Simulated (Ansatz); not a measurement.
## Geometry relaxation, with input and output: SiNH₂F₃ (part 2 of 2)

SiNH₂F₃; RKS BLYP-D4/def2-SVP (Ansatz 0.2.0). It belongs to a series of runs on one base structure; here: end point B relaxed.

Geometry of the input (Å):
```
Si -0.8775  -0.1736  -0.1074
F  1.5342  0.7191  1.3820
N  0.3568  -0.6380  -1.0324
H  1.7159  0.1942  0.6447
F  -1.9664  1.0223  -0.1915
F  -1.2762  -1.0231  1.2015
H  0.5134  -0.1009  -1.8967
```

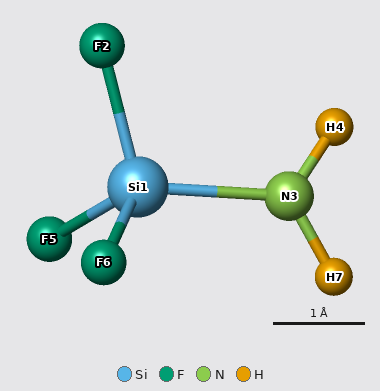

The geometry at step 15 of the log (ball-and-stick view, seen at a tilt; atoms are numbered from 1 in the order of the input).

### Trajectory as extended XYZ, continued
```
7
Properties=species:S:1:pos:R:3:forces:R:3 step=7 energy=-17542.61688
Si   -0.5794   -0.0701    0.1356    0.2238   0.2117   1.1640
F     0.8816    0.6090    1.1634   -0.9101   0.2959   0.6158
N     0.6114   -0.5583   -0.8849    0.5618   0.5920   0.0899
H     1.2881    0.1757    0.1769    0.0896  -0.8951  -1.6233
F    -1.6597    1.1287    0.0219    0.0392   0.0065  -0.1170
F    -1.1920   -1.0816    1.2353   -0.1051  -0.0383  -0.1261
H     0.6501   -0.2034   -1.8482    0.1008  -0.1729  -0.0033
7
Properties=species:S:1:pos:R:3:forces:R:3 step=8 energy=-17543.64158
Si   -0.5267   -0.0244    0.2321   -0.0328   0.3050   1.6920
F     0.7827    0.6141    1.1856   -1.4162   0.6961   1.6802
N     0.6699   -0.4907   -0.8329    0.5254   0.6531  -0.0790
H     1.2709    0.1020   -0.0055    0.5763  -1.4179  -3.3657
F    -1.6501    1.1236    0.0278    0.0930  -0.0674  -0.2166
F    -1.2183   -1.0992    1.2293   -0.0476  -0.0017  -0.3267
H     0.6715   -0.2254   -1.8366    0.3019  -0.1672   0.6158
7
Properties=species:S:1:pos:R:3:forces:R:3 step=9 energy=-17544.30980
Si   -0.4815    0.0166    0.3198   -1.5356  -0.3857   0.3827
F     0.6902    0.6345    1.2446   -0.0948   1.1843   2.3576
N     0.7091   -0.4401   -0.7982   -3.5331  -2.0889  -3.6636
H     1.2823    0.0164   -0.1825    4.3041   1.5847   0.3846
F    -1.6467    1.1144    0.0171    0.3478  -0.2398  -0.1543
F    -1.2345   -1.1096    1.2217    0.1110   0.1044  -0.4034
H     0.6812   -0.2323   -1.8225    0.4006  -0.1590   1.0963
7
Properties=species:S:1:pos:R:3:forces:R:3 step=10 energy=-17545.09285
Si   -0.4587    0.0440    0.3602   -0.0116  -0.1338   0.4528
F     0.6262    0.6973    1.4181   -0.7065   0.0105   0.1136
N     0.6827   -0.4428   -0.8300   -1.5013  -0.2471   1.0704
H     1.4114    0.0050   -0.2899    1.7328   0.1578  -0.9130
F    -1.6349    1.0979    0.0025    0.1556   0.1280  -0.1858
F    -1.2509   -1.1180    1.1644    0.1323  -0.0968  -0.1363
H     0.6243   -0.2834   -1.8253    0.1988   0.1813  -0.4017
7
Properties=species:S:1:pos:R:3:forces:R:3 step=11 energy=-17545.42713
Si   -0.4314    0.0513    0.4157   -0.6258  -0.0574   0.2438
F     0.5432    0.6829    1.5480   -0.1831   0.1638   0.2273
N     0.6645   -0.4023   -0.7824    0.1252  -0.0397   0.0784
H     1.4997    0.0806   -0.4512    0.7353  -0.1097  -0.5803
F    -1.5596    1.1194   -0.0483   -0.0012   0.0696   0.0865
F    -1.2615   -1.1496    1.1124   -0.0003  -0.0388  -0.0451
H     0.5452   -0.3822   -1.7942   -0.0501   0.0121  -0.0105
7
Properties=species:S:1:pos:R:3:forces:R:3 step=12 energy=-17545.56126
Si   -0.4246    0.0741    0.4591   -0.2505  -0.2182  -0.4686
F     0.4553    0.7176    1.6523   -0.0306   0.0637   0.0942
N     0.6811   -0.3640   -0.7711    0.5339   0.3447   0.4740
H     1.6173    0.0402   -0.6031   -0.2305  -0.2537  -0.1151
F    -1.5605    1.1241   -0.0408    0.0924  -0.0051   0.1281
F    -1.2755   -1.1640    1.0766    0.1799   0.1192  -0.0855
H     0.5070   -0.4281   -1.7730   -0.2945  -0.0507  -0.0270
7
Properties=species:S:1:pos:R:3:forces:R:3 step=13 energy=-17545.59848
Si   -0.4119    0.0980    0.4492    0.1675  -0.0144   0.3774
F     0.3907    0.7112    1.7173   -0.0491   0.0071  -0.0632
N     0.7341   -0.3378   -0.7262   -0.1550   0.0348  -0.0986
H     1.6508    0.1096   -0.7269    0.0785   0.0486   0.0034
F    -1.5308    1.1814    0.0016   -0.0219   0.0325  -0.0781
F    -1.2554   -1.1863    0.9533   -0.0853  -0.0366  -0.0257
H     0.4226   -0.5761   -1.6683    0.0652  -0.0719  -0.1151
7
Properties=species:S:1:pos:R:3:forces:R:3 step=14 energy=-17545.60867
Si   -0.4082    0.1051    0.4624   -0.0429   0.0070   0.0133
F     0.3860    0.6890    1.7448    0.0051   0.0024   0.0050
N     0.7256   -0.2981   -0.7336    0.0696   0.0013  -0.0687
H     1.6260    0.1825   -0.7816   -0.0122   0.0032   0.0171
F    -1.5105    1.2187    0.0388    0.0003   0.0119   0.0084
F    -1.2775   -1.1879    0.8990   -0.0072  -0.0112   0.0065
H     0.4587   -0.7093   -1.6297   -0.0127  -0.0145   0.0183
7
Properties=species:S:1:pos:R:3:forces:R:3 step=15 energy=-17545.60856 accepted=F
Si   -0.4116    0.1100    0.4600    0.0494   0.0002   0.0235
F     0.3783    0.6860    1.7486    0.0174  -0.0137   0.0255
N     0.7251   -0.2914   -0.7344    0.0348   0.0459   0.0332
H     1.6169    0.2008   -0.7998    0.0101   0.0260   0.0020
F    -1.5035    1.2417    0.0589   -0.0308  -0.0347  -0.0176
F    -1.2718   -1.1966    0.8734   -0.0549   0.0316   0.0065
H     0.4668   -0.7505   -1.6067   -0.0260  -0.0553  -0.0730
7
Properties=species:S:1:pos:R:3:forces:R:3 step=16 energy=-17545.60920
Si   -0.4092    0.1064    0.4615   -0.0122   0.0046   0.0067
F     0.3856    0.6852    1.7463   -0.0009  -0.0036  -0.0003
N     0.7260   -0.2926   -0.7360    0.0011  -0.0190  -0.0503
H     1.6228    0.1936   -0.7879   -0.0064   0.0021  -0.0014
F    -1.5091    1.2262    0.0472    0.0035  -0.0004   0.0033
F    -1.2799   -1.1888    0.8907    0.0029   0.0034  -0.0043
H     0.4639   -0.7302   -1.6218    0.0121   0.0128   0.0462
7
Properties=species:S:1:pos:R:3:forces:R:3 step=17 energy=-17545.61010
Si   -0.4075    0.1099    0.4626   -0.0009   0.0016  -0.0003
F     0.3797    0.6721    1.7594   -0.0034  -0.0028  -0.0005
N     0.7301   -0.2884   -0.7331   -0.0007  -0.0041   0.0024
H     1.6046    0.2313   -0.8223    0.0017   0.0055  -0.0052
F    -1.4961    1.2452    0.0607    0.0016   0.0009   0.0028
F    -1.2855   -1.1892    0.8632    0.0002   0.0019  -0.0006
H     0.4748   -0.7809   -1.5904    0.0015  -0.0031   0.0013
7
Properties=species:S:1:pos:R:3:forces:R:3 step=18 energy=-17545.60593 accepted=F
Si   -0.4032    0.1164    0.4657   -0.0330   0.0017   0.0104
F     0.3646    0.6439    1.7889   -0.0158  -0.0131   0.0083
N     0.7404   -0.2831   -0.7231    0.1808  -0.0594  -0.4085
H     1.5619    0.3130   -0.8999   -0.3008  -0.2369   0.0257
F    -1.4654    1.2859    0.0883    0.0180  -0.0183  -0.0049
F    -1.2978   -1.1891    0.8056    0.0159   0.0250   0.0127
H     0.4995   -0.8870   -1.5255    0.1348   0.3010   0.3563
7
Properties=species:S:1:pos:R:3:forces:R:3 step=19 energy=-17545.61042
Si   -0.4058    0.1107    0.4630    0.0031   0.0001   0.0148
F     0.3750    0.6652    1.7674   -0.0054  -0.0067  -0.0093
N     0.7346   -0.2900   -0.7298   -0.0084   0.0111   0.0303
H     1.5928    0.2520   -0.8421    0.0025   0.0020  -0.0095
F    -1.4869    1.2547    0.0652    0.0017  -0.0020  -0.0010
F    -1.2884   -1.1893    0.8505    0.0039   0.0081  -0.0046
H     0.4789   -0.8033   -1.5742    0.0027  -0.0126  -0.0207
7
Properties=species:S:1:pos:R:3:forces:R:3 step=20 energy=-17545.61029 accepted=F
Si   -0.4021    0.1135    0.4655   -0.0024  -0.0078   0.0201
F     0.3644    0.6484    1.7869   -0.0145  -0.0129  -0.0183
N     0.7438   -0.2920   -0.7215    0.0780   0.0498  -0.0771
H     1.5641    0.2997   -0.8897   -0.1250  -0.1028   0.0047
F    -1.4658    1.2772    0.0756    0.0098  -0.0131  -0.0006
F    -1.2950   -1.1893    0.8198    0.0113   0.0246  -0.0006
H     0.4907   -0.8575   -1.5366    0.0428   0.0621   0.0718
7
Properties=species:S:1:pos:R:3:forces:R:3 step=21 energy=-17545.61016 accepted=F
Si   -0.4031    0.1129    0.4672   -0.0410  -0.0136  -0.0868
F     0.3708    0.6537    1.7784    0.0236   0.0346   0.0472
N     0.7363   -0.2891   -0.7252    0.0572  -0.0399  -0.1266
H     1.5774    0.2750   -0.8661   -0.0322  -0.0197   0.0135
F    -1.4771    1.2628    0.0669    0.0062   0.0215   0.0207
F    -1.2923   -1.1855    0.8377   -0.0210  -0.0437   0.0188
H     0.4881   -0.8298   -1.5589    0.0072   0.0608   0.1132
7
Properties=species:S:1:pos:R:3:forces:R:3 step=22 energy=-17545.61059
Si   -0.4052    0.1113    0.4639   -0.0004  -0.0002   0.0001
F     0.3727    0.6604    1.7719   -0.0004   0.0002   0.0025
N     0.7362   -0.2898   -0.7279    0.0046   0.0050   0.0039
H     1.5858    0.2632   -0.8540   -0.0057  -0.0013  -0.0011
F    -1.4820    1.2599    0.0676    0.0011  -0.0004   0.0010
F    -1.2905   -1.1887    0.8439    0.0015   0.0020  -0.0032
H     0.4832   -0.8164   -1.5654   -0.0008  -0.0053  -0.0031
7
Properties=species:S:1:pos:R:3:forces:R:3 step=23 energy=-17545.61076
Si   -0.4033    0.1131    0.4651   -0.0033  -0.0024  -0.0002
F     0.3674    0.6515    1.7819   -0.0030  -0.0004  -0.0010
N     0.7400   -0.2890   -0.7247    0.0158   0.0027  -0.0286
H     1.5708    0.2862   -0.8783   -0.0239  -0.0189  -0.0003
F    -1.4720    1.2712    0.0737    0.0040   0.0001   0.0008
F    -1.2937   -1.1881    0.8279    0.0011  -0.0001   0.0009
H     0.4908   -0.8448   -1.5456    0.0092   0.0190   0.0284
```

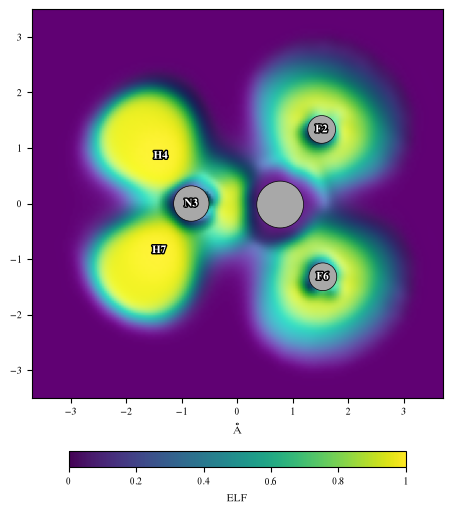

Electron localisation function on the plane of atoms H4, N3 and H7. Grey discs, where drawn, cover atomic cores. The section cuts through F, N and H sites.

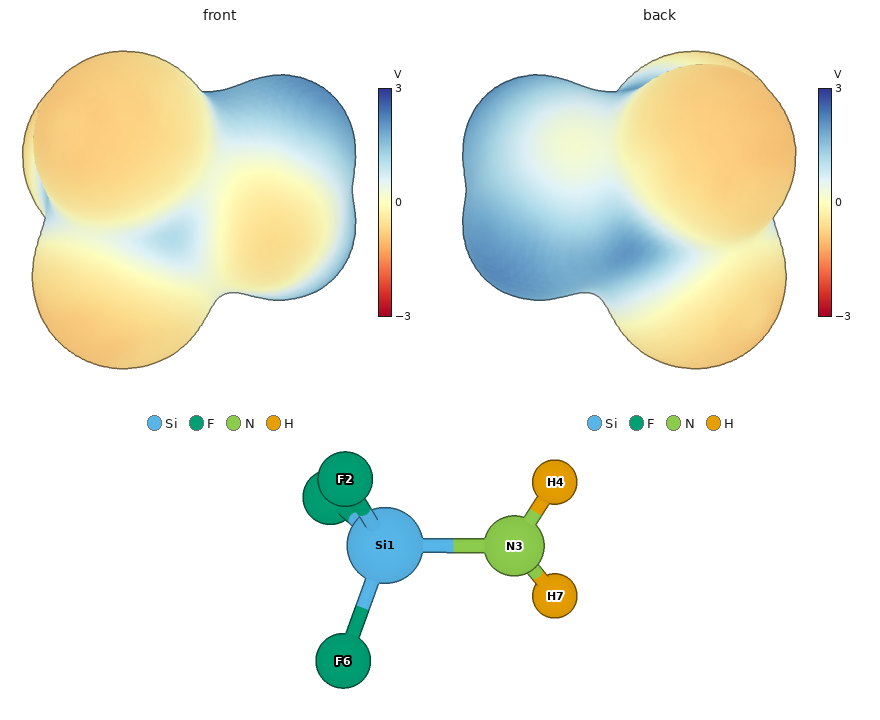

The electrostatic potential painted on the density surface at 0.002 e/bohr³, seen at a tilt and from behind; red is negative and blue positive. The bare structure is drawn below in the same view. A positive charge is drawn to the negative regions and a negative charge to the positive ones.

### Summary

- outcome: converged
- total energy: −17545.6110 eV
- mean-field energy: −17545.3239 eV
- largest force (length of the vector) at the end: 0.035 eV/Å
- wall time: 31 s (CPU time 59 s)
- peak memory: 0.1 GiB
